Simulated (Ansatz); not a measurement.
# Decaying states in the gap of Sr2ZrSe4

Aim: relax a made-up compound, Sr2ZrSe4, and see how good a tunnel barrier it would be. It is built by putting Se for O, Zr for Hf in the Sr2HfO4 structure of space group I4/mmm, with the volume rescaled by atomic radii. The parent structure comes from the Materials Project.

Method: r2SCAN DFT, plane waves, PAW files, in the first sound run; inputs show where later runs differ, in Ansatz 0.2.0.

The structure was built from a prototype and need not be the compound's stable phase.

**1. The structure**

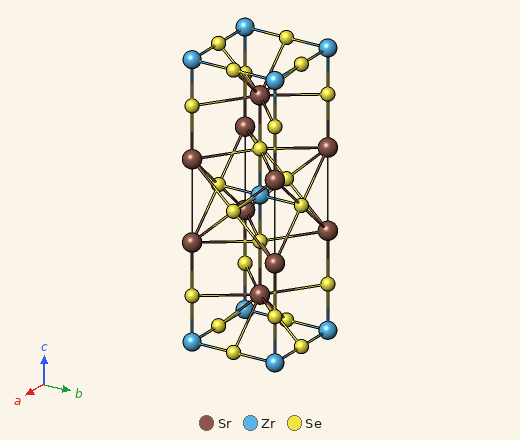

The cell as given, from a free direction (strontium brown, zirconium blue, selenium yellow). This picture shows the conventional cell, with its axes. Some periodic images of atoms are drawn too.

**2. Relaxing the new crystal**

The substituted atoms don't fit the parent's cell, so cell and atoms relax together. A small smearing keeps the run stable in case the gap closes on the way.

Contents of input.yaml:

```yaml
crystal:
  lattice:
    - [-2.2748515062, 2.2748515062, 7.1091135535]
    - [2.2748515062, -2.2748515062, 7.1091135535]
    - [2.2748515062, 2.2748515062, -7.1091135535]
  atoms:
    - { symbol: Sr, position: [0.64732453, 0.64732453, 0.0] }
    - { symbol: Sr, position: [0.35267547, 0.35267547, 0.0] }
    - { symbol: Zr, position: [0.0, 0.0, 0.0] }
    - { symbol: Se, position: [0.5, 0.0, 0.5] }
    - { symbol: Se, position: [0.0, 0.5, 0.5] }
    - { symbol: Se, position: [0.83630069, 0.83630069, 0.0] }
    - { symbol: Se, position: [0.16369931, 0.16369931, 0.0] }
kpoints:
  mp_grid: { grid: [6, 6, 6] }
scf:
  occupations: { method: gaussian, width: 0.03 }
hamiltonian:
  xc: r2scan
output:
  forces: true
  stress: true
relax:
  f_tol: 0.02
  max_steps: 60
  cell: {}
```

On the command line:

```
> ansatz run input.yaml --threads 2 --pin off --max-ram 4096MiB --backend cpu --events-out ev --progress --plain --runs-dir out
```

Numbers of over 12 decimals in the logs are rounded to 6 here.

The log of the run:

```text
basis.fft_grid_basis auto: the FFT boxes are laid along the combinations [[1, 0, 1], [0, 1, 1], [0, 0, 1]] of the cell's own vectors, 4.550, 4.550 and 7.803 Å long. The dense box has 36×36×60 points. Along the cell's own vectors, as sized, it would have 60×60×60, 2.78 times as many. Of the 16 symmetry operations that the crystal satisfies within crystal.symmetry.tolerance (time reversal apart; of a slab, those that k [...]
Engine: ansatz 0.2.0, x86_64-unknown-linux-gnu
Pseudopotentials: kind: paw
Pseudopotential: Sr, paw, valence charge 10, recommended cutoff 500 eV (meta_gga), Sr.paw.azcp
Pseudopotential: Zr, paw, valence charge 12, recommended cutoff 500 eV (meta_gga), Zr.paw.azcp
Pseudopotential: Se, paw, valence charge 16, recommended cutoff 500 eV (meta_gga), Se.paw.azcp
Functional definition: r2SCAN
  parameter k0 = 0.174
  parameter k1 = 0.065
  parameter a1 = 4.9479
  exchange = r2scan_x(k0 = k0, k1 = k1, a1 = a1)
  correlation = r2scan_c
Crystal: 7 atoms, lattice volume = 147.157 Å³
Basis set: ecut = 500 eV, 3733 PW (Γ), FFT grids on a1+a3, a2+a3, a3, exchange–correlation on 144×144×240 points (64 copies of the dense FFT grid, shifted against one another)
Bands: 58, of which v1, the nominal top of the filled ones, is band 48 counted from 1 (47 counted from 0)
Symmetry: 16 space group operations
Space group: I4/mmm (ITA 139), of the structure as read, at distance tolerance 5.3e-5 Å
k-points: 30 of 216
Non-local potential: Sr, projectors of the file, l = 0: 3, l = 1: 2, l = 2: 2
Non-local potential: Zr, projectors of the file, l = 0: 3, l = 1: 2, l = 2: 2, l = 3: 2
Non-local potential: Se, projectors of the file, l = 0: 2, l = 1: 2, l = 2: 3, l = 3: 1
PAW form: soft (Blöchl's): semilocal exchange-correlation on the pseudo side does not see the compensation charge
PAW frozen core: Sr, regenerated for the run's functional (the file was generated under x = pbe(κ = 0.804, μ = 0.219515), c = pbe(β = 0.066725))
PAW frozen core: Zr, regenerated for the run's functional (the file was generated under x = pbe(κ = 0.804, μ = 0.219515), c = pbe(β = 0.066725))
PAW frozen core: Se, regenerated for the run's functional (the file was generated under x = pbe(κ = 0.804, μ = 0.219515), c = pbe(β = 0.066725))
PAW one-centre angular grid: Sr, 302 points (default); XC on 160 Gauss nodes
PAW one-centre angular grid: Zr, 590 points (default); XC on 160 Gauss nodes
PAW one-centre angular grid: Se, 590 points (default); XC on 160 Gauss nodes
Initial density: superposition of atomic densities (neutral atoms: chi_scale 0, normalization atom), corrected by the library's trained network
Initial wavefunctions: pseudopotential atomic-orbital guess
Functional: x = r2scan, c = r2scan; τ floored in thin density (d = 2e-4 eV/Å³)
SCF iter   1: F=—  HF=-33223.886430 eV  |F-HF|=—  |Δ(HF+E_count)|=         —  Δρ=7.01e-3  dr2=1.03e-1  dr2_τ=1.68e-1  ethr=1.77e-3  ⟨swp⟩=8.6  Hψ=7703  notcnv=0  defer=7
preconditioner: auto → LDOS  [insulator: Δε(μ)=0.031 eV  Ē_g=13.310 eV  σ=0.030 eV  W_gap=0.54  n_scr=32 (ndim 8)  ℏωp=20.3 eV  f_vac=0.022  D(μ)=1.27/eV (n_scr^D=2)  ε∞_Penn≈3.3  β→1.0]
SCF iter   2: F=—  HF=-33224.207403 eV  |F-HF|=—  |Δ(HF+E_count)|=   3.21e-1  Δρ=4.42e-3  dr2=4.04e-2  dr2_τ=4.71e-3  ethr=1.07e-4  ⟨swp⟩=3.7  Hψ=3831  notcnv=0  defer=134
SCF iter   3: F=—  HF=-33224.187146 eV  |F-HF|=—  |Δ(HF+E_count)|=   2.03e-2  Δρ=1.22e-3  dr2=2.34e-3  dr2_τ=1.02e-4  ethr=4.21e-5  ⟨swp⟩=3.0  Hψ=3328  notcnv=0  defer=104
automatic band count: iteration 3 solves 57 bands in place of 58: the levels show a gap, and the empty bands left out lie too high to hold charge; the band table lists the bands solved (type scf.n_extra_bands for more)
SCF iter   4: F=—  HF=-33224.187078 eV  |F-HF|=—  |Δ(HF+E_count)|=   6.87e-5  Δρ=2.92e-4  dr2=2.10e-4  dr2_τ=1.07e-5  ethr=2.44e-6  ⟨swp⟩=2.0  Hψ=2880  notcnv=0  defer=104
SCF iter   5: F=—  HF=-33224.187038 eV  |F-HF|=—  |Δ(HF+E_count)|=   4.00e-5  Δρ=1.07e-4  dr2=4.36e-5  dr2_τ=1.57e-6  ethr=2.18e-7  ⟨swp⟩=3.0  Hψ=3555  notcnv=0  defer=104
SCF iter   6: F=—  HF=-33224.187191 eV  |F-HF|=—  |Δ(HF+E_count)|=   1.53e-4  Δρ=2.75e-5  dr2=5.73e-7  dr2_τ=1.67e-7  ethr=4.54e-8  ⟨swp⟩=2.0  Hψ=2144  notcnv=0  defer=104
SCF iter   7: F=-33224.187191 eV  HF=-33224.187191 eV  |F-HF|=6.03e-8  |Δ(HF+E_count)|=   3.87e-7  Δρ=9.79e-6  dr2=6.76e-8  dr2_τ=8.46e-9  ethr=1.04e-10  ⟨swp⟩=5.6  Hψ=6823  notcnv=0
SCF 1 converged in 7 iterations: F = -33224.187191 eV  dr2 = 6.76e-8
  greatest PAW one-centre occupation: 1.000 electrons in one spin orbital (limit 2), on the Se atom at site 4 (counted from 0), in its partial waves of l = 2
relax step   1: F+E_penalty+E_count = -33224.18719144 eV  Δ(F+E_penalty+E_count) = +0.000e0 eV  max|allowed force component| = 4.958e0 eV/Å  Δτ_max = 0.0000 Å  P = +43.508 GPa  Ω = 147.157 Å³  (7 SCF iters, dr2 threshold 1.00e-7 eV, accepted)
Crystal: 7 atoms, lattice volume = 168.379 Å³
Basis set: ecut = 500 eV, 4291 PW (Γ), FFT grids on a1+a3, a2+a3, a3, exchange–correlation on 144×144×240 points (64 copies of the dense FFT grid, shifted against one another)
Initial density: handed on by an earlier stage of this run
Initial wavefunctions: those handed on with the density
iter 1 solved again at ethr=7.05e-4 eV; its pass at ethr=3.10e-3 eV (dr2=6.77e-1 eV) is discarded
SCF iter   1: F=—  HF=-33228.020708 eV  |F-HF|=—  |Δ(HF+E_count)|=         —  Δρ=1.45e-2  dr2=6.99e-1  dr2_τ=9.12e-1  ethr=7.05e-4  ⟨swp⟩=1.1  Hψ=8920  notcnv=0
automatic band count: iteration 1 solves 55 bands in place of 58: the levels show a gap, and the empty bands left out lie too high to hold charge; the band table lists the bands solved (type scf.n_extra_bands for more)
preconditioner: auto → Resta (q_TF=auto, 2.484 Å⁻¹)  ε∞=3.4  [insulator: Δε(μ)=0.554 eV  Ē_g=12.348 eV  σ=0.030 eV  W_gap=1.00  n_scr=32 (ndim 8)  ℏωp=19.0 eV  f_vac=0.050  D(μ)=0.00/eV (n_scr^D=0)  ε∞_Penn≈3.4]
SCF iter   2: F=—  HF=-33228.858479 eV  |F-HF|=—  |Δ(HF+E_count)|=   8.38e-1  Δρ=5.40e-3  dr2=5.11e-2  dr2_τ=1.24e-2  ethr=7.05e-4  ⟨swp⟩=3.7  Hψ=2944  notcnv=0  defer=10
preconditioner: auto → LDOS  [insulator: Δε(μ)=0.037 eV  Ē_g=12.253 eV  σ=0.030 eV  W_gap=0.61  n_scr=32 (ndim 8)  ℏωp=19.0 eV  f_vac=0.047  D(μ)=1.30/eV (n_scr^D=2)  ε∞_Penn≈3.4  β→1.0]
SCF iter   3: F=—  HF=-33228.860901 eV  |F-HF|=—  |Δ(HF+E_count)|=   2.42e-3  Δρ=2.80e-3  dr2=5.06e-2  dr2_τ=1.17e-3  ethr=5.33e-5  ⟨swp⟩=3.4  Hψ=3586  notcnv=0  defer=54
SCF iter   4: F=—  HF=-33228.850518 eV  |F-HF|=—  |Δ(HF+E_count)|=   1.04e-2  Δρ=1.38e-3  dr2=8.09e-3  dr2_τ=1.63e-4  ethr=5.27e-5  ⟨swp⟩=8.3  Hψ=5331  notcnv=0  defer=115
[...]
SCF iter   8: F=-33230.502588 eV  HF=-33230.502588 eV  |F-HF|=2.66e-8  |Δ(HF+E_count)|=   3.88e-7  Δρ=4.71e-6  dr2=5.73e-8  dr2_τ=5.75e-9  ethr=7.29e-10  ⟨swp⟩=5.0  Hψ=6998  notcnv=0
SCF 3 converged in 8 iterations: F = -33230.502588 eV  dr2 = 5.73e-8
  greatest PAW one-centre occupation: 1.000 electrons in one spin orbital (limit 2), on the Se atom at site 3 (counted from 0), in its partial waves of l = 2
relax step   3: F+E_penalty+E_count = -33230.50258842 eV  Δ(F+E_penalty+E_count) = -1.653e0 eV  max|allowed force component| = 5.805e-1 eV/Å  Δτ_max = 0.0369 Å  P = +6.868 GPa  Ω = 190.252 Å³  energy of the carried Pulay correction = -5.358e-3 eV  (8 SCF iters, dr2 threshold 7.00e-7 eV, accepted)
[...]
relax step   4: F+E_penalty+E_count = -33230.88773817 eV  Δ(F+E_penalty+E_count) = -3.851e-1 eV  max|allowed force component| = 4.422e-2 eV/Å  Δτ_max = 0.0273 Å  P = +1.535 GPa  Ω = 203.917 Å³  energy of the carried Pulay correction = -6.786e-3 eV  (7 SCF iters, dr2 threshold 7.00e-7 eV, accepted)
[...]
relax step   5: F+E_penalty+E_count = -33230.91814167 eV  Δ(F+E_penalty+E_count) = -3.040e-2 eV  max|allowed force component| = 1.896e-1 eV/Å  Δτ_max = 0.0161 Å  P = -0.200 GPa  Ω = 210.834 Å³  energy of the carried Pulay correction = -7.468e-3 eV  (7 SCF iters, dr2 threshold 7.00e-7 eV, accepted)
[...]
relax step   6: F+E_penalty+E_count = -33230.92264081 eV  Δ(F+E_penalty+E_count) = -4.499e-3 eV  max|allowed force component| = 6.408e-2 eV/Å  Δτ_max = 0.0232 Å  P = -0.121 GPa  Ω = 210.015 Å³  energy of the carried Pulay correction = -7.388e-3 eV  (6 SCF iters, dr2 threshold 7.00e-7 eV, accepted)
[...]
relax step   7: F+E_penalty+E_count = -33230.92416078 eV  Δ(F+E_penalty+E_count) = -1.520e-3 eV  max|allowed force component| = 2.596e-2 eV/Å  Δτ_max = 0.0091 Å  P = +0.015 GPa  Ω = 209.406 Å³  energy of the carried Pulay correction = -7.329e-3 eV  (5 SCF iters, dr2 threshold 2.57e-7 eV, accepted)
[...]
relax step   8: F+E_penalty+E_count = -33230.92425338 eV  Δ(F+E_penalty+E_count) = -9.259e-5 eV  max|allowed force component| = 1.280e-4 eV/Å  Δτ_max = 0.0025 Å  P = -0.001 GPa  Ω = 209.413 Å³  energy of the carried Pulay correction = -7.330e-3 eV  (6 SCF iters, dr2 threshold 4.21e-8 eV, accepted)
Basis set: ecut = 500 eV, 5325 PW (Γ), FFT grids on a1+a3, a2+a3, a3, exchange–correlation on 160×160×256 points (64 copies of the dense FFT grid, shifted against one another)
Initial wavefunctions: pseudopotential atomic-orbital guess (no wavefunctions were taken with the density)
iter 1 solved again at ethr=7.64e-7 eV; its pass at ethr=3.10e-3 eV (dr2=7.33e-4 eV) is discarded
SCF iter   1: F=—  HF=-33230.907307 eV  |F-HF|=—  |Δ(HF+E_count)|=         —  Δρ=1.36e-3  dr2=1.73e-4  dr2_τ=4.78e-4  ethr=7.64e-7  ⟨swp⟩=3.7  Hψ=12512  notcnv=0
preconditioner: auto → Resta (q_TF=auto, 2.396 Å⁻¹)  ε∞=3.9  [insulator: Δε(μ)=0.308 eV  Ē_g=8.587 eV  σ=0.030 eV  W_gap=1.00  n_scr=50 (ndim 8)  ℏωp=14.5 eV  f_vac=0.071  D(μ)=0.00/eV (n_scr^D=0)  ε∞_Penn≈3.9]
SCF iter   2: F=—  HF=-33230.931284 eV  |F-HF|=—  |Δ(HF+E_count)|=   2.40e-2  Δρ=6.93e-4  dr2=4.38e-5  dr2_τ=3.14e-4  ethr=1.80e-7  ⟨swp⟩=2.0  Hψ=2850  notcnv=0
SCF iter   3: F=—  HF=-33230.936260 eV  |F-HF|=—  |Δ(HF+E_count)|=   4.98e-3  Δρ=1.38e-4  dr2=2.78e-6  dr2_τ=1.22e-5  ethr=4.57e-8  ⟨swp⟩=2.0  Hψ=2544  notcnv=0
SCF iter   4: F=—  HF=-33230.936489 eV  |F-HF|=—  |Δ(HF+E_count)|=   2.29e-4  Δρ=1.24e-5  dr2=9.66e-8  dr2_τ=5.17e-8  ethr=2.90e-9  ⟨swp⟩=2.0  Hψ=2850  notcnv=0
SCF iter   5: F=—  HF=-33230.936489 eV  |F-HF|=—  |Δ(HF+E_count)|=   4.62e-7  Δρ=4.97e-6  dr2=2.49e-8  dr2_τ=7.43e-9  ethr=1.01e-10  ⟨swp⟩=2.0  Hψ=3180  notcnv=0
SCF iter   6: F=—  HF=-33230.936489 eV  |F-HF|=—  |Δ(HF+E_count)|=   8.57e-8  Δρ=1.23e-6  dr2=6.87e-9  dr2_τ=6.69e-10  ethr=2.60e-11  ⟨swp⟩=2.0  Hψ=2850  notcnv=0
SCF iter   7: F=—  HF=-33230.936489 eV  |F-HF|=—  |Δ(HF+E_count)|=   2.94e-9  Δρ=3.86e-7  dr2=5.44e-10  dr2_τ=1.31e-11  ethr=7.16e-12  ⟨swp⟩=2.0  Hψ=2080  notcnv=0
SCF iter   8: F=-33230.936489 eV  HF=-33230.936489 eV  |F-HF|=2.18e-11  |Δ(HF+E_count)|=  1.82e-10  Δρ=9.86e-8  dr2=6.47e-11  dr2_τ=1.94e-12  ethr=1.00e-12  ⟨swp⟩=5.0  Hψ=6579  notcnv=0
SCF 9 converged in 8 iterations: F = -33230.936489 eV  dr2 = 6.47e-11
relax step   9: F+E_penalty+E_count = -33230.93648918 eV  Δ(F+E_penalty+E_count) = -1.224e-2 eV  max|allowed force component| = 1.514e-4 eV/Å  Δτ_max = 0.0000 Å  P = +0.018 GPa  Ω = 209.413 Å³  stress off target by 1.99e-2 GPa  SCF on the basis re-selected at this cell (its energy is not comparable with the rows above)  (8 SCF iters)
basis re-selected at this cell: Δ(F+E_penalty+E_count) = -1.224e-2 eV, ΔP = +0.019 GPa vs the last step (what re-selecting the basis moved, of the pressure what is left beyond the Pulay correction that the steps carried, after the strain that the cell walked since its last selection, with what the two solves' SCF thresholds leave and, on support functions, any second-order correction that the steps lacked; it is no measure of the basis error at this ecutwfc). The dense FFT grid was sized anew with the basis: this SCF ran on 40×40×64 points, the steps before it on 36×36×60, so part of this shift can come from that change (see relax.cell in the input reference). [rest of the remark cut]
SCF converged after 8 iterations
Free energy (F): -33230.936489 eV
Harris-Foulkes:  -33230.936489 eV  (|F-HF|=2.18e-11)
Internal energy: -33230.936489 eV  (E = F + TS)
E sigma→0 (E₀):  -33230.936489 eV
Fermi energy:    7.372412 eV
--- Per-component energies (eV) ---
  E_band       = -1985.987688
  E_kinetic    = 1300.516311
  E_local      = -13679.576357  (includes V_loc(G=0)·N_el)
  E_nonlocal   = -1906.169288
  E_hartree    = 6286.189674
  E_xc         = -880.182069
  E_vxc        = -994.355781  (∫ρ·V_xc dr)
  E_paw        = -16099.008943  (= ΣΔE_a)
  E_vpaw       = 669.132036  (= ΣTr[D̂ρ^β])
  E_aug_tail   = -0.000829  (compensation charges beyond the density's cutoff)
  E_vtau       = 52.087094  (kinetic-family band-sum trace: ∫τ·v_τ [+ j·A + Jᵃ·Aᵃ] dr)
  E_ewald      = -8245.189093
  E_core_change = -7.515896  (= ΣΔE_core)
  E_smearing   = -0.000000  (= −TS)
  E_closure    = 0.000000  (closes the sum)
  Σ components = -33230.936489   (vs F -33230.936489, Δ=0.00e0)
--- Forces (eV/Å), atoms counted from 1 ---
  atom   1  Sr     0.00000000     0.00000000     0.00015137
  atom   2  Sr    -0.00000000     0.00000000    -0.00015137
  atom   3  Zr    -0.00000000     0.00000000     0.00000000
  atom   4  Se     0.00000000     0.00000000     0.00000000
  atom   5  Se     0.00000000    -0.00000000    -0.00000000
  atom   6  Se     0.00000000    -0.00000000    -0.00004948
  atom   7  Se     0.00000000    -0.00000000     0.00004948
  max |Σ_I F_I| component: 3.25e-18 eV/Å
--- Stress (GPa, compression-positive) ---
        0.019879       0.000000       0.000000
        0.000000       0.019879       0.000000
        0.000000      -0.000000       0.014064
  P = ⅓ Tr σ = 0.0179 GPa (0.179 kbar)
--- Relaxed structure (8 steps of the walk, 8 accepted, 1 SCFs on fresh bases) ---
  F+E_penalty+E_count = -33230.93648918 eV   max|allowed force component| = 1.514e-4 eV/Å   (the final SCF, on the basis selected at the relaxed cell)
  cell:  # Å, volume = 209.4127 Å³
    - [-2.578676, 2.578676, 7.873169]
    - [2.578676, -2.578676, 7.873169]
    - [2.578676, 2.578676, -7.873169]
  atoms:
    - { symbol: Sr, position: [0.639765, 0.639765, 0] }
    - { symbol: Sr, position: [0.360235, 0.360235, 0] }
    - { symbol: Zr, position: [2.156909764352918e-19, 2.1569097643530167e-19, 0] }
    - { symbol: Se, position: [0.5, 2.156909764352912e-19, 0.5] }
    - { symbol: Se, position: [2.1569097643529175e-19, 0.5, 0.5] }
    - { symbol: Se, position: [0.829530, 0.829530, 0] }
    - { symbol: Se, position: [0.170470, 0.170470, 0] }
```

It took 47 s on 2 threads of AMD EPYC 9R45, shared host; peak memory 1.2 GiB; 91 s of CPU time.

Step by step:

```tsv
step	energy less that of the first step (eV)	largest force component (eV/Å)	pressure (GPa)	volume (Å³)
1	0.0000	4.9576	43.51	147.16
2	-4.6626	0.6699	19.26	168.38
3	-6.3154	0.5805	6.87	190.25
4	-6.7005	0.0442	1.53	203.92
5	-6.7310	0.1896	-0.20	210.83
6	-6.7355	0.0641	-0.12	210.01
7	-6.7370	0.0260	0.02	209.41
8	-6.7371	0.0001	0.00	209.41
9*	-6.7493	0.0002	0.02	209.41
```

Relaxation steps marked * repeat the geometry before them on a plane-wave basis chosen anew for their cell, so energy and pressure can jump there.

Forces are held to the 16 operations that the run works with; a distortion that breaks them can't arise in this run.

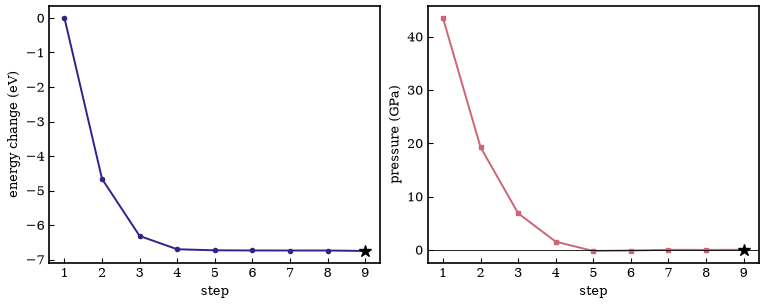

Energy and pressure along the relaxation. Stars mark steps on a basis chosen anew.

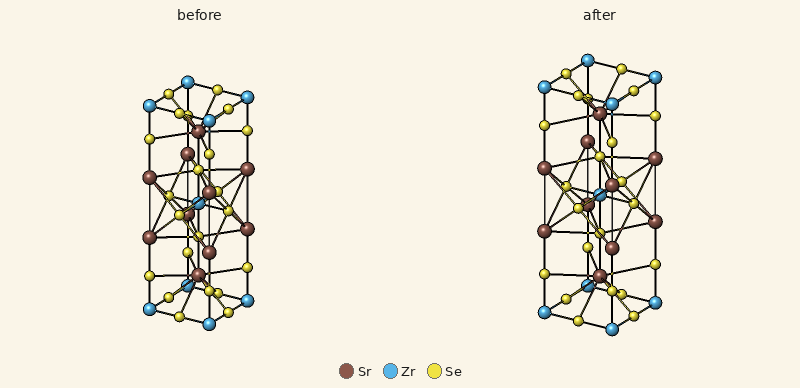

Before and after, at one scale.

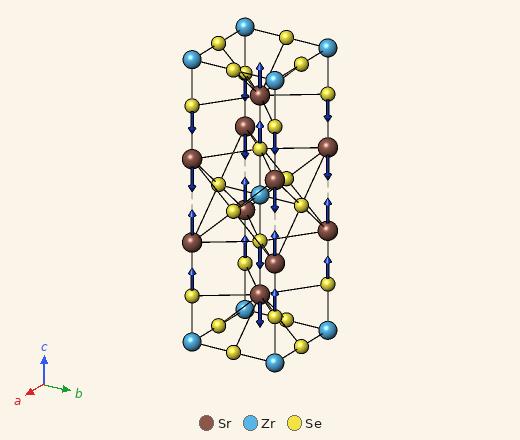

Displacements in the relaxation, exaggerated, measured against the changing cell; the longest in the cell stands for 0.12 Å. Some periodic images of atoms are drawn too.

```tsv
cell as run	before	after	change
a (Å)	7.803	8.677	+11.2 %
b (Å)	7.803	8.677	+11.2 %
c (Å)	7.803	8.677	+11.2 %
α (°)	146.10	145.42	-0.5 %
β (°)	146.10	145.42	-0.5 %
γ (°)	48.70	49.71	+2.1 %
volume (Å³/atom)	21.02	29.92	+42.3 %
```

The atoms that moved most (Å, as changes of fractional coordinates times the final cell):

```tsv
atom	dx	dy	dz	length
Sr1	0.000	0.000	-0.119	0.119
Sr2	0.000	0.000	0.119	0.119
Se6	0.000	0.000	-0.107	0.107
Se7	0.000	0.000	0.107	0.107
```

Numbers from this step:

```
free energy  : -33230.9365 eV
Fermi energy : 7.372 eV
pressure     : 0.01794 GPa
```

The largest force component on a free atom ends at 1.5e-4 eV/Å.

[end of part 1 of 3]

[Logs are printed without paths, hosts, clocks, repeated set-up lines and the standing remarks that a program may print on its own settings, such as how far it seeks lower states.]

[Hosts, paths, dates, database ids (printed as entryN), source tags and the programs' standing remarks are cut or masked in the printed files.]
